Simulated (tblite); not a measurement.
## Geometry relaxation of C$_{5}$H$_{6}$AlBr (part 2 of 2)

The same run, continued: C$_{5}$H$_{6}$AlBr; GFN2-xTB geometry optimisation, gas phase (tblite 0.8.0). It belongs to a series of runs on one base structure; here: H on Al replaced by cPr.

Geometry of the input (Å):
```
C  3.5296  0.0819  0.6880
C  2.4914  -0.2407  0.1376
Al 0.8549  -0.7788  -0.7190
Br 0.6373  -2.9434  -1.6531
C  -0.7646  0.4166  -0.6061
C  -1.1625  0.8550  0.7861
C  -1.9803  -0.1885  0.0599
H  4.4271  0.3793  1.1688
H  -1.0159  1.1581  -1.3966
H  -1.6493  1.8509  0.8473
H  -0.5497  0.4457  1.6206
H  -1.8610  -1.2217  0.4712
H  -2.9615  0.1861  -0.3010
```

**Trajectory as extended XYZ, continued**
```
13
Properties=species:S:1:pos:R:3:forces:R:3 step=62 energy=-513.20242
C     3.6053   -0.0390    0.7114   -0.0110  -0.0020   0.0020
C     2.5266   -0.2976    0.2249   -0.0010   0.0060   0.0050
Al    0.8669   -0.7374   -0.6767   -0.0060   0.0490   0.0180
Br    0.8833   -2.6295   -1.9166    0.0010  -0.0250  -0.0160
C    -0.8002    0.3263   -0.5830   -0.0050  -0.0170  -0.0150
C    -1.2401    0.9275    0.7383   -0.0040   0.0010   0.0060
C    -2.0212   -0.1990    0.1603    0.0110   0.0000  -0.0060
H     4.5376    0.1938    1.1480   -0.0160  -0.0100   0.0000
H    -1.0760    0.9530   -1.4367   -0.0020   0.0000  -0.0180
H    -1.6811    1.9139    0.7259    0.0000   0.0050   0.0050
H    -0.6417    0.7408    1.6203    0.0130  -0.0160   0.0010
H    -1.9673   -1.1680    0.6415    0.0120   0.0190   0.0120
H    -2.9965    0.0157   -0.2541    0.0080  -0.0090   0.0070
13
Properties=species:S:1:pos:R:3:forces:R:3 step=66 energy=-513.20308
C     3.6087   -0.0552    0.7237   -0.0060  -0.0080  -0.0030
C     2.5287   -0.3072    0.2370   -0.0100   0.0030  -0.0020
Al    0.8727   -0.7289   -0.6789   -0.0030  -0.0100  -0.0090
Br    0.8855   -2.5893   -1.9728    0.0110   0.0190   0.0160
C    -0.8022    0.3193   -0.5791   -0.0030   0.0140  -0.0040
C    -1.2499    0.9446    0.7293    0.0160  -0.0020  -0.0060
C    -2.0159   -0.2042    0.1763    0.0010  -0.0010   0.0080
H     4.5432    0.1688    1.1595   -0.0080  -0.0050   0.0110
H    -1.0845    0.9219   -1.4490   -0.0210   0.0030   0.0030
H    -1.6991    1.9274    0.6989    0.0000  -0.0150  -0.0080
H    -0.6514    0.7777    1.6156    0.0170   0.0050  -0.0130
H    -1.9453   -1.1571    0.6853    0.0010  -0.0090   0.0030
H    -2.9949   -0.0175   -0.2422    0.0040   0.0050   0.0030
13
Properties=species:S:1:pos:R:3:forces:R:3 step=69 energy=-513.20364
C     3.6073   -0.0700    0.7298   -0.0300  -0.0040  -0.0010
C     2.5275   -0.3195    0.2401    0.0490   0.0250   0.0360
Al    0.8719   -0.7236   -0.6809    0.0030  -0.0100  -0.0320
Br    0.8953   -2.5626   -2.0034    0.0060   0.0050   0.0080
C    -0.8048    0.3196   -0.5798    0.0070   0.0150  -0.0030
C    -1.2531    0.9555    0.7235    0.0150  -0.0010  -0.0300
C    -2.0091   -0.2074    0.1872   -0.0080  -0.0030   0.0250
H     4.5395    0.1542    1.1721   -0.0280  -0.0180  -0.0070
H    -1.1002    0.9076   -1.4559   -0.0100  -0.0030   0.0140
H    -1.7125    1.9326    0.6807    0.0060  -0.0020   0.0100
H    -0.6495    0.8020    1.6092    0.0090   0.0240  -0.0220
H    -1.9269   -1.1491    0.7135    0.0040  -0.0440  -0.0060
H    -2.9899   -0.0390   -0.2325   -0.0230   0.0160   0.0080
13
Properties=species:S:1:pos:R:3:forces:R:3 step=73 energy=-513.20645
C     3.6142   -0.1378    0.7565   -0.0150   0.0200   0.0420
C     2.5103   -0.3172    0.2919   -0.0070  -0.0090  -0.0180
Al    0.8819   -0.6855   -0.6892    0.0140   0.0010  -0.0100
Br    0.9943   -2.4179   -2.1412    0.0090  -0.0280  -0.0230
C    -0.8295    0.2923   -0.5795   -0.0450  -0.0310  -0.0060
C    -1.2693    0.9973    0.6871   -0.0370  -0.0130   0.0170
C    -2.0044   -0.2194    0.2477    0.0190   0.0060  -0.0240
H     4.5549    0.0392    1.1990    0.0240  -0.0090   0.0090
H    -1.1741    0.8059   -1.4846    0.0140  -0.0010  -0.0080
H    -1.7580    1.9565    0.5952    0.0140   0.0100   0.0140
H    -0.6408    0.9129    1.5651   -0.0090   0.0360  -0.0260
H    -1.8937   -1.1205    0.8392    0.0110   0.0140  -0.0660
H    -2.9902   -0.1052   -0.1834    0.0080   0.0030   0.0990
13
Properties=species:S:1:pos:R:3:forces:R:3 step=77 energy=-513.21602
C     3.5704   -0.2678    0.8484    0.1980   0.0160   0.0980
C     2.4589   -0.3265    0.3755   -0.2400  -0.0500  -0.2120
Al    0.9023   -0.6029   -0.7516   -0.0550  -0.0040   0.0870
Br    1.1357   -2.1230   -2.4173    0.0300   0.0330   0.0090
C    -0.8814    0.2416   -0.6015   -0.0240   0.0880  -0.0530
C    -1.2941    1.0766    0.5979    0.0890  -0.0530  -0.0110
C    -1.9466   -0.2438    0.3700   -0.0440   0.0860   0.0950
H     4.5205   -0.1942    1.3005    0.0040   0.0110   0.0460
H    -1.3368    0.6038   -1.5341    0.0620  -0.0450   0.0090
H    -1.8501    1.9909    0.4324   -0.0250  -0.1210  -0.0380
H    -0.5875    1.1627    1.4176   -0.0850  -0.0640  -0.0430
H    -1.7307   -1.0483    1.0641    0.0580   0.0460  -0.0850
H    -2.9648   -0.2687    0.0019    0.0310   0.0570   0.1000
13
Properties=species:S:1:pos:R:3:forces:R:3 step=80 energy=-513.22239
C     3.5066   -0.3336    0.9020   -0.3730   0.0090  -0.1960
C     2.4095   -0.3364    0.3757    0.4530  -0.0380   0.1930
Al    0.8756   -0.5749   -0.7853    0.0260  -0.1240  -0.2380
Br    1.2305   -2.0220   -2.5201   -0.0510   0.1980   0.2240
C    -0.9184    0.2455   -0.6424   -0.1260  -0.0110   0.0910
C    -1.2819    1.1141    0.5497   -0.1590  -0.1250  -0.1700
C    -1.8928   -0.2423    0.4328    0.2900   0.2270  -0.0640
H     4.4493   -0.3029    1.3812   -0.1170   0.0100  -0.0040
H    -1.4495    0.5437   -1.5583    0.1050  -0.0840   0.0680
H    -1.9062    1.9856    0.3816    0.1070  -0.1220   0.0240
H    -0.5225    1.2585    1.3071   -0.0550   0.0140   0.0450
H    -1.5825   -0.9936    1.1468    0.0600  -0.0450  -0.0600
H    -2.9221   -0.3412    0.1328   -0.1600   0.0920   0.0880
13
Properties=species:S:1:pos:R:3:forces:R:3 step=84 energy=-513.24010
C     3.4453   -0.3546    0.9449   -0.0730  -0.0110  -0.1110
C     2.3837   -0.3664    0.3580    0.0870   0.0040   0.0320
Al    0.8670   -0.5581   -0.8394   -0.0010   0.0020   0.0450
Br    1.2041   -1.9839   -2.5672    0.0060   0.0220  -0.0140
C    -0.9285    0.2521   -0.6667   -0.0320  -0.0210   0.0010
C    -1.2689    1.1294    0.5203    0.0230   0.0000   0.0200
C    -1.8314   -0.2454    0.4598    0.0260   0.0590  -0.0210
H     4.3702   -0.3312    1.4551   -0.0800   0.0150   0.0350
H    -1.4934    0.5225   -1.5665    0.0190  -0.0770  -0.0070
H    -1.9380    1.9646    0.3608    0.0670  -0.0150   0.0170
H    -0.4822    1.3284    1.2411   -0.1140  -0.0150  -0.0140
H    -1.4497   -0.9757    1.1602    0.0500  -0.0470  -0.0100
H    -2.8826   -0.3812    0.2434    0.0240   0.0850   0.0290
13
Properties=species:S:1:pos:R:3:forces:R:3 step=88 energy=-513.24768
C     3.3808   -0.3844    0.9751    0.0190  -0.0210  -0.0150
C     2.3443   -0.3691    0.3477    0.0160   0.0160   0.0120
Al    0.8525   -0.5377   -0.8766   -0.0070  -0.0720  -0.0720
Br    1.2197   -1.9295   -2.6304    0.0000   0.0570   0.0240
C    -0.9504    0.2446   -0.6922   -0.0050  -0.0010   0.0030
C    -1.2509    1.1468    0.4871    0.0170  -0.0400   0.0040
C    -1.7707   -0.2444    0.4980   -0.0060   0.0090  -0.0200
H     4.2775   -0.3882    1.5330   -0.0510   0.0250   0.0150
H    -1.5519    0.4689   -1.5799   -0.0250  -0.0440   0.0330
H    -1.9615    1.9455    0.3371    0.0020   0.0620   0.0090
H    -0.4448    1.4061    1.1621   -0.0040  -0.0380   0.0040
H    -1.3149   -0.9596    1.1721   -0.0140   0.0390   0.0340
H    -2.8342   -0.3986    0.3705    0.0570   0.0080  -0.0300
13
Properties=species:S:1:pos:R:3:forces:R:3 step=91 energy=-513.25188
C     3.3503   -0.4149    0.9797   -0.0340   0.0050   0.0550
C     2.3113   -0.3429    0.3611   -0.0440  -0.0230  -0.0620
Al    0.8427   -0.5229   -0.8927    0.0180   0.0050  -0.0120
Br    1.2816   -1.8663   -2.6599    0.0080   0.0000  -0.0430
C    -0.9725    0.2277   -0.7082   -0.0240  -0.0160   0.0470
C    -1.2423    1.1549    0.4616   -0.0220  -0.0060  -0.0400
C    -1.7471   -0.2412    0.5198   -0.0020   0.0540   0.0110
H     4.2255   -0.4473    1.5668    0.0330   0.0210   0.0090
H    -1.6095    0.4100   -1.5805    0.0080  -0.0010   0.0450
H    -1.9554    1.9584    0.3264    0.0380  -0.0650  -0.0040
H    -0.4124    1.4248    1.1028    0.0150  -0.0230   0.0110
H    -1.2652   -0.9327    1.2025   -0.0270   0.0530  -0.0030
H    -2.8115   -0.4072    0.4242    0.0320  -0.0050  -0.0130
13
Properties=species:S:1:pos:R:3:forces:R:3 step=95 energy=-513.25807
C     3.2659   -0.4602    1.0323   -0.1540   0.0470  -0.0730
C     2.2729   -0.3723    0.3392    0.1570  -0.0350   0.1020
Al    0.8295   -0.5099   -0.9534    0.0100  -0.0280   0.0120
Br    1.3019   -1.7805   -2.7664    0.0040   0.0250  -0.0280
C    -0.9976    0.2044   -0.7246    0.0020   0.0610  -0.0530
C    -1.2288    1.1801    0.4139    0.0440  -0.0670   0.1010
C    -1.6750   -0.2286    0.5690   -0.0400   0.0120  -0.0130
H     4.1141   -0.4969    1.6636   -0.0870   0.0080  -0.0630
H    -1.6942    0.3367   -1.5616    0.0690  -0.0400   0.0720
H    -1.9754    1.9526    0.2854    0.0460  -0.0480   0.0040
H    -0.3748    1.4927    1.0083   -0.0630   0.0110  -0.0940
H    -1.1109   -0.8594    1.2455   -0.0290   0.0050   0.0480
H    -2.7321   -0.4582    0.5525    0.0410   0.0520  -0.0140
13
Properties=species:S:1:pos:R:3:forces:R:3 step=99 energy=-513.26552
C     3.1548   -0.4941    1.0762    0.0850   0.0250   0.0730
C     2.2219   -0.4004    0.3112   -0.0900  -0.0210  -0.0900
Al    0.8209   -0.5111   -1.0234   -0.0350  -0.0220   0.0090
Br    1.3016   -1.6938   -2.8918    0.0080   0.0360  -0.0110
C    -1.0000    0.1858   -0.7308   -0.0360  -0.0180   0.0310
C    -1.2096    1.1964    0.3826    0.0470   0.0010  -0.0340
C    -1.5871   -0.2180    0.6181    0.0850   0.0320  -0.0240
H     3.9583   -0.5356    1.7581    0.0100   0.0020   0.0160
H    -1.7494    0.2385   -1.5291    0.0600   0.0380   0.0620
H    -1.9871    1.9354    0.2567   -0.0350  -0.0160   0.0030
H    -0.3426    1.5753    0.9138   -0.0120  -0.0350  -0.0780
H    -0.9579   -0.7852    1.2919   -0.0040  -0.0490   0.0520
H    -2.6282   -0.4929    0.6702   -0.0800   0.0250  -0.0080
13
Properties=species:S:1:pos:R:3:forces:R:3 step=102 energy=-513.26979
C     3.0944   -0.5114    1.1072    0.0030   0.0260  -0.0040
C     2.2041   -0.4288    0.2897   -0.0150  -0.0250  -0.0010
Al    0.8119   -0.5163   -1.0610   -0.0190  -0.0170   0.0150
Br    1.3082   -1.6276   -2.9701    0.0000   0.0480   0.0170
C    -1.0115    0.1653   -0.7332    0.0050  -0.0840   0.0060
C    -1.1937    1.2060    0.3545    0.0880  -0.0500  -0.0050
C    -1.5341   -0.2069    0.6496   -0.0060   0.0110   0.0080
H     3.8673   -0.5508    1.8261   -0.0300   0.0060  -0.0290
H    -1.7987    0.1714   -1.4934    0.0630   0.0520  -0.0080
H    -1.9953    1.9184    0.2468   -0.0510   0.0660  -0.0160
H    -0.3068    1.6162    0.8259   -0.0440  -0.0230  -0.0370
H    -0.8772   -0.7455    1.3211    0.0000  -0.0310   0.0230
H    -2.5731   -0.4896    0.7406    0.0080   0.0210   0.0310
13
Properties=species:S:1:pos:R:3:forces:R:3 step=106 energy=-513.27340
C     3.0406   -0.5256    1.1253   -0.0140   0.0030   0.0020
C     2.1745   -0.4399    0.2825    0.0310  -0.0090   0.0280
Al    0.8052   -0.5122   -1.0887   -0.0120  -0.0630   0.0110
Br    1.3391   -1.5456   -3.0291    0.0030   0.0430   0.0000
C    -1.0234    0.1249   -0.7294   -0.0790   0.0100   0.0030
C    -1.1766    1.2046    0.3260    0.0370   0.0460  -0.0100
C    -1.4982   -0.1964    0.6828    0.0070  -0.0720  -0.0180
H     3.7871   -0.5797    1.8706   -0.0180   0.0200  -0.0380
H    -1.8322    0.1134   -1.4670    0.0680   0.0060   0.0060
H    -1.9849    1.9142    0.2238   -0.0220  -0.0140  -0.0280
H    -0.2790    1.6427    0.7448    0.0260  -0.0350   0.0250
H    -0.8237   -0.7228    1.3493   -0.0010   0.0500  -0.0160
H    -2.5328   -0.4771    0.8128   -0.0270   0.0160   0.0350
13
Properties=species:S:1:pos:R:3:forces:R:3 step=110 energy=-513.27686
C     2.9999   -0.5333    1.1443   -0.0360  -0.0150  -0.0540
C     2.1572   -0.4567    0.2768    0.0270  -0.0200   0.0710
Al    0.7923   -0.5314   -1.0992   -0.0180  -0.0170  -0.0060
Br    1.3699   -1.4636   -3.0774   -0.0030   0.0260   0.0030
C    -1.0431    0.0867   -0.7256    0.0850   0.0170   0.0110
C    -1.1598    1.1999    0.3003   -0.0070  -0.0480   0.0000
C    -1.4807   -0.1930    0.7038    0.0050   0.1070   0.0250
H     3.7352   -0.5895    1.8995   -0.0050   0.0320  -0.0160
H    -1.8564    0.0774   -1.4533   -0.0320  -0.0530  -0.0080
H    -1.9713    1.9057    0.1951    0.0130   0.0050  -0.0080
H    -0.2480    1.6428    0.6825   -0.0090  -0.0220   0.0330
H    -0.7868   -0.6893    1.3734   -0.0030  -0.0100  -0.0510
H    -2.5128   -0.4553    0.8835   -0.0180  -0.0030   0.0000
13
Properties=species:S:1:pos:R:3:forces:R:3 step=113 energy=-513.27938
C     2.9856   -0.5400    1.1528   -0.0350   0.0000  -0.0430
C     2.1559   -0.4833    0.2722   -0.0400  -0.0290   0.0080
Al    0.7894   -0.5503   -1.1058    0.0250   0.0090  -0.0030
Br    1.3633   -1.4058   -3.1196   -0.0030   0.0160   0.0180
C    -1.0423    0.0643   -0.7167   -0.0300   0.0320  -0.0280
C    -1.1529    1.1988    0.2886   -0.0100  -0.0100  -0.0220
C    -1.4728   -0.1831    0.7208    0.0130   0.0260  -0.0280
H     3.7078   -0.5738    1.9198    0.0370   0.0150   0.0150
H    -1.8654    0.0372   -1.4374    0.0440  -0.0200   0.0340
H    -1.9612    1.9061    0.1721   -0.0060  -0.0020  -0.0100
H    -0.2413    1.6468    0.6634    0.0220  -0.0130   0.0140
H    -0.7679   -0.6697    1.3833   -0.0040  -0.0240   0.0320
H    -2.5026   -0.4467    0.9101   -0.0120   0.0010   0.0130
13
Properties=species:S:1:pos:R:3:forces:R:3 step=117 energy=-513.28111
C     2.9783   -0.5478    1.1557    0.0560   0.0110   0.0540
C     2.1483   -0.5163    0.2757   -0.0810  -0.0090  -0.0440
Al    0.7898   -0.5574   -1.1074   -0.0110  -0.0070   0.0050
Br    1.3802   -1.3324   -3.1468    0.0020   0.0040  -0.0060
C    -1.0455    0.0401   -0.7070    0.0430  -0.0160  -0.0200
C    -1.1473    1.1948    0.2745    0.0090   0.0100   0.0140
C    -1.4774   -0.1755    0.7329    0.0150  -0.0250   0.0290
H     3.7008   -0.5594    1.9240    0.0210  -0.0010   0.0010
H    -1.8664   -0.0022   -1.4248   -0.0360   0.0040  -0.0320
H    -1.9483    1.9080    0.1442    0.0050   0.0040   0.0030
H    -0.2284    1.6336    0.6441   -0.0040   0.0240  -0.0030
H    -0.7800   -0.6569    1.4077    0.0130  -0.0040   0.0140
H    -2.5082   -0.4281    0.9308   -0.0330   0.0040  -0.0160
13
Properties=species:S:1:pos:R:3:forces:R:3 step=121 energy=-513.28263
C     3.0395   -0.5413    1.1395    0.0010   0.0090  -0.0320
C     2.1621   -0.5155    0.3048    0.0080  -0.0040   0.0380
Al    0.7978   -0.5556   -1.0710   -0.0030  -0.0200  -0.0120
Br    1.4018   -1.3317   -3.1069    0.0020   0.0020  -0.0050
C    -1.0425    0.0425   -0.7038   -0.0040   0.0030   0.0080
C    -1.1606    1.1882    0.2886   -0.0180  -0.0050  -0.0050
C    -1.5291   -0.1829    0.7179    0.0100   0.0270   0.0060
H     3.8039   -0.5511    1.8666   -0.0060   0.0000   0.0080
H    -1.8419    0.0185   -1.4490    0.0060   0.0170  -0.0050
H    -1.9451    1.9164    0.1384    0.0070  -0.0120   0.0060
H    -0.2499    1.6116    0.6952    0.0010  -0.0010  -0.0080
H    -0.8670   -0.6837    1.4141   -0.0070  -0.0030   0.0000
H    -2.5733   -0.4149    0.8694    0.0030  -0.0130   0.0020
13
Properties=species:S:1:pos:R:3:forces:R:3 step=124 energy=-513.28287
C     3.0440   -0.5397    1.1368    0.0190   0.0010  -0.0050
C     2.1622   -0.5218    0.3070   -0.0200  -0.0060   0.0030
Al    0.7976   -0.5621   -1.0698    0.0030   0.0040   0.0120
Br    1.4025   -1.3307   -3.1076    0.0020  -0.0040  -0.0110
C    -1.0407    0.0437   -0.7019   -0.0010   0.0000   0.0000
C    -1.1624    1.1886    0.2904    0.0100  -0.0020   0.0060
C    -1.5319   -0.1817    0.7189   -0.0060  -0.0090  -0.0170
H     3.8095   -0.5465    1.8629   -0.0040   0.0030   0.0050
H    -1.8365    0.0247   -1.4513    0.0010   0.0010   0.0050
H    -1.9467    1.9157    0.1369    0.0020   0.0010   0.0070
H    -0.2529    1.6115    0.7001   -0.0030   0.0060  -0.0070
H    -0.8725   -0.6852    1.4159   -0.0070   0.0090  -0.0040
H    -2.5766   -0.4161    0.8652    0.0050  -0.0040   0.0070
13
Properties=species:S:1:pos:R:3:forces:R:3 step=128 energy=-513.28298
C     3.0490   -0.5392    1.1339   -0.0030  -0.0010   0.0010
C     2.1622   -0.5285    0.3092   -0.0030  -0.0020   0.0070
Al    0.7983   -0.5644   -1.0682    0.0000   0.0030   0.0020
Br    1.4013   -1.3298   -3.1084    0.0000  -0.0020  -0.0030
C    -1.0393    0.0449   -0.7017   -0.0010   0.0010   0.0000
C    -1.1629    1.1887    0.2918   -0.0050   0.0000  -0.0020
C    -1.5340   -0.1824    0.7172    0.0040  -0.0030   0.0050
H     3.8121   -0.5419    1.8625    0.0030   0.0020  -0.0020
H    -1.8339    0.0272   -1.4524    0.0000   0.0010   0.0000
H    -1.9473    1.9157    0.1382    0.0000   0.0010   0.0010
H    -0.2548    1.6131    0.7028    0.0020  -0.0040  -0.0010
H    -0.8766   -0.6853    1.4162    0.0040   0.0000  -0.0050
H    -2.5784   -0.4177    0.8629    0.0000   0.0030  -0.0020
```

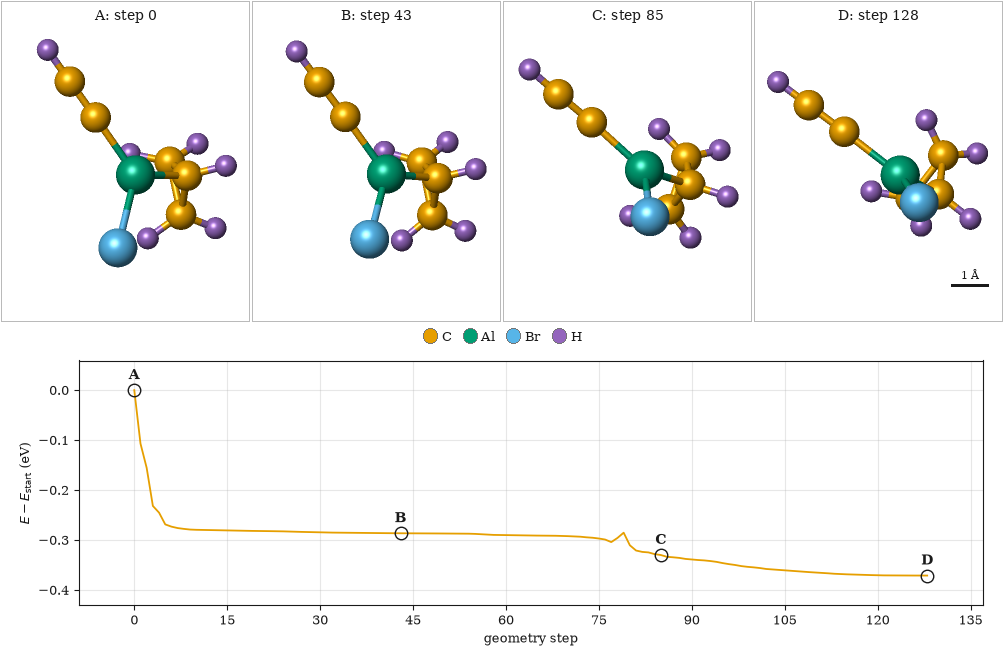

*Frames of the relaxation (ball-and-stick view, seen at a tilt) above the curves, on which the letters mark them (steps are counted from 0).*

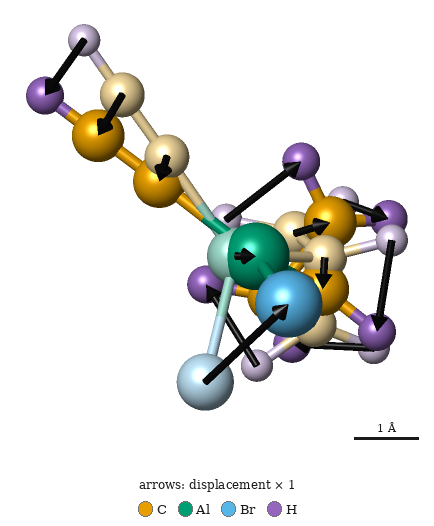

*Start (faint) and end (solid) with the displacements as black arrows, at true length (ball-and-stick view, seen at a tilt). The two geometries are laid on each other by the best rigid fit.*

After 128 geometry steps the energy has fallen by 0.371 eV. Largest force component: 1.1 eV/Å at the start, 0.007 eV/Å at the end. Br4 moves most after the best rigid fit: 2.08 Å. Largest moves by element: Br 2.08 Å, H 1.61 Å, C 0.87 Å, Al 0.35 Å. Among the contacts that change: Al3–Br4 2.368 → 2.261 Å, Al3–C5 2.016 → 1.970 Å, C7–H12 1.118 → 1.083 Å, C6–H10 1.110 → 1.080 Å. Among the angles that change: H10–C6–H11 122.0° → 113.5°, H12–C7–H13 121.7° → 113.5°, C7–C6–H10 114.1° → 118.8°. (Atoms are counted from 1 in the order of the input.)

**Summary**

| quantity | value |
| --- | --- |
| outcome | converged |
| total energy | −513.2830 eV |
| wall time | 1.6 s |
| peak memory | 0.18 GiB |
